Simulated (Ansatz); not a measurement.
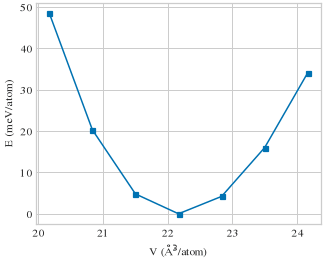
Fig. 1. Ge in space group P6_3/mmc (No. 194; Ge on 4f) under volume change, the program Ansatz at the LDA level (PAW), shape and atoms relaxed at each volume.

**Question.** What does a third-order Birch–Murnaghan fit give for V₀, B₀ and B′?

**Answer.** V₀ = 22.17 Å³/atom, B₀ = 72.1 GPa, B′ = 4.8.

The first step of the workflow began from a Materials Project structure, measured or hypothetical; the Crystallography Open Database copy checked does not list it. It is not the phase usual at ambient conditions (space group No. 227). The cell was relaxed with LDA under the symmetry of its start; whether a distortion lowers the energy is not shown.

Potentials: the later of the program's two PAW sets.
